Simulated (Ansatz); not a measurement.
```tsv
atom	x (Å)	y (Å)	z (Å)
B	-0.1643	1.1453	-0.8968
C	0.4555	-0.2235	-0.8715
Si	0.2647	-1.0989	0.5993
O	-0.5319	-0.5266	1.9115
H	-0.1095	1.8731	-1.8640
H	-0.7587	1.5799	0.0820
H	0.9973	-0.6592	-1.7168
H	0.7419	-2.4521	0.9671
H	-0.8949	0.3621	1.7891
```

These are results of RKS PBE0/def2-SVP (Ansatz), not measurements.

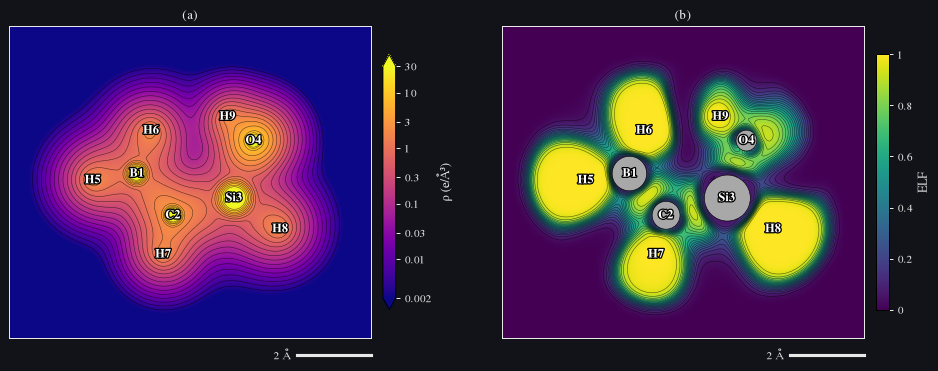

CH₅BOSi. (a) total electron density; (b) electron localisation function on the molecular plane. Grey discs cover the atomic cores in the ELF map.

Interpret the plot.

Answer. The section cuts through B, C, Si, O and H sites.
C–B (1.50 Å): ρ at the midpoint is about 1.5 e/Å³; the ELF peaks at about 0.95 between the atoms; localised, covalent bonding.
Si–O (1.64 Å): ρ is about 1.1 e/Å³ halfway; the ELF peaks at about 0.90 between the atoms; a polar covalent bond.
C–Si (1.72 Å): the density is about 1.1 e/Å³ at the midpoint; the ELF peaks at about 0.90 between the atoms: a covalent bond.
O–H (0.97 Å): the density is about 3.7 e/Å³ at the midpoint; the ELF climbs to about 1 towards the hydrogen, as it does in any bond to H: a covalent bond by its length.
C–H (1.09 Å): ρ is about 1.9 e/Å³ halfway; the ELF climbs to about 1 towards the hydrogen: a covalent bond by its length.
The ELF also peaks beside O4, away from the bonds: lone-pair regions.
